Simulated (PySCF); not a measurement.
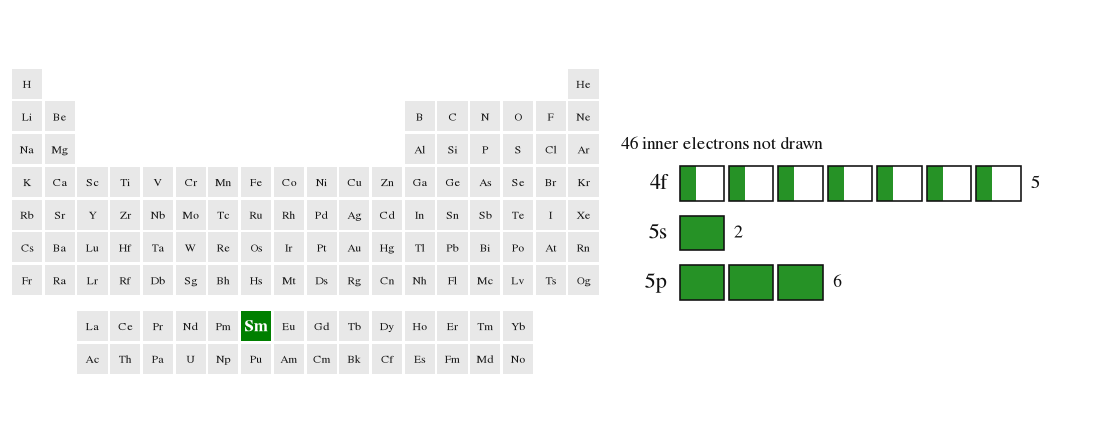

Fig. 1: Left, the place of samarium in the periodic table; right, the outer shells of the nominal configuration: a box for each of the 2l + 1 orbitals, shaded by the share of the shell that is filled, with the electron count at the right.

Atomic calculation, with input and output: Sm³⁺

Sm³⁺, configuration 1s2 2s2 2p6 3s2 3p6 3d10 4s2 4p6 4d10 4f5 5s2 5p6, multiplicity 6. Computed at this level: unrestricted PBE, x2c-TZVPPall, spin-free X2C-1e, Gaussian nucleus (PySCF).

Summary:

| quantity | value |
| --- | --- |
| outcome | converged |
| total energy | −10424.8052 hartree |
| ⟨S²⟩ | 8.752 |
| ⟨L²⟩ | 24.01 |
| SCF iterations | 6 |
| hardware | 1 CPU thread, shared host |
| CPU time | 8 s (integrals apart) |

Remarks:

The driver held the occupations shell by shell, and empty f levels lie below the filled 4f. ⟨L²⟩ departs from that of the intended term, so the determinant mixes terms.

The input:
```python
from pyscf import gto, scf, dft, mp, cc
import basis_set_exchange as bse
mol = gto.M(atom="Sm 0 0 0", charge=3, spin=5, symmetry="D2h",
            basis=gto.basis.parse(bse.get_basis("x2c-TZVPPall", elements=["Sm"], fmt="nwchem")),
            nucmod="G")
mf = dft.UKS(mol, xc="PBE").sfx2c1e()
mf.irrep_nelec = {'Ag': (9, 9), 'B1g': (2, 2), 'B2g': (2, 2), 'B3g': (2, 2), 'Au': (1, 0), 'B1u': (6, 4), 'B2u': (6, 4), 'B3u': (4, 4)}
mf.kernel()
```

The script is an equivalent of what the driver set up; the driver started from orbitals of its own, so the log can be shorter than this script's would be, and it computed the properties (radii, ⟨L²⟩, response) afterwards. It held the occupations shell by shell, which the script's counts by irreducible representation don't always enforce.

The program's output (extracts):
```
damping factor = 0
level_shift factor = 0
DIIS = <class 'pyscf.scf.diis.CDIIS'>
diis_start_cycle = 1
diis_space = 10
diis_damp = 0
SCF conv_tol = 1e-09
SCF conv_tol_grad = None
number electrons alpha = 32  beta = 27
XC functionals = PBE
    J. P. Perdew, K. Burke, and M. Ernzerhof.,  Phys. Rev. Lett. 77, 3865 (1996)
    J. P. Perdew, K. Burke, and M. Ernzerhof.,  Phys. Rev. Lett. 78, 1396 (1997)
    J. P. Perdew, K. Burke, and M. Ernzerhof.,  Phys. Rev. Lett. 77, 3865 (1996)
    J. P. Perdew, K. Burke, and M. Ernzerhof.,  Phys. Rev. Lett. 78, 1396 (1997)
cycle= 1 E= -10424.8029485894  delta_E= -0.0284  |g|= 0.143  |ddm|= 0.31
cycle= 2 E= -10424.8020309532  delta_E= 0.000918  |g|= 0.173  |ddm|= 0.165
cycle= 3 E= -10424.8051719618  delta_E= -0.00314  |g|= 0.00601  |ddm|= 0.0895
cycle= 4 E= -10424.805176703  delta_E= -4.74e-06  |g|= 0.000283  |ddm|= 0.0028
cycle= 5 E= -10424.8051767223  delta_E= -1.93e-08  |g|= 2.67e-05  |ddm|= 0.000268
cycle= 6 E= -10424.8051767225  delta_E= -2.18e-10  |g|= 2.45e-06  |ddm|= 3.03e-05
converged SCF energy = -10424.8051767225  <S^2> = 8.752121  2S+1 = 6.000707
```

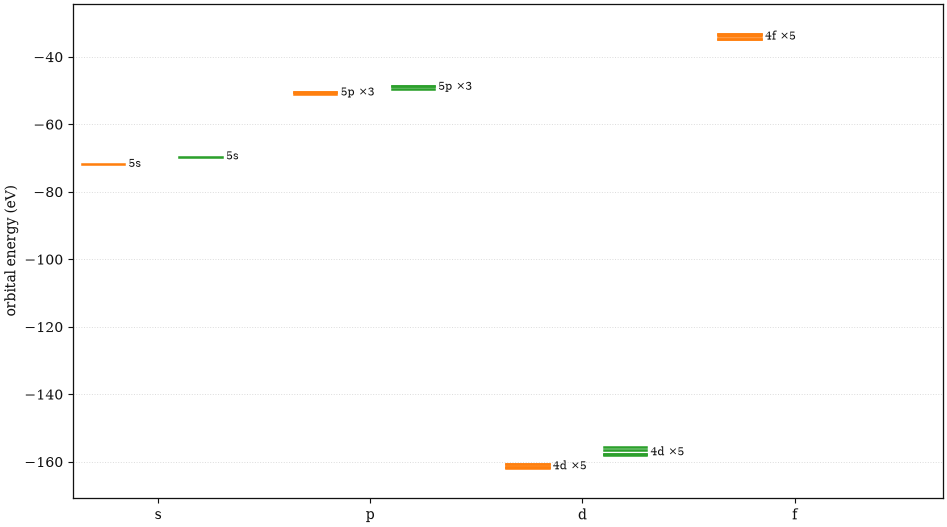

Fig. 2: Orbital energies of the mean field, from the top down to −161.9 eV, by angular momentum, α spin at the left of each column and β at the right; ×n counts the orbitals under one label. Empty levels that the record names by l alone aren't drawn. The highest filled orbital is 4f α at −33.2 eV, the lowest empty one f α at −33.7 eV.
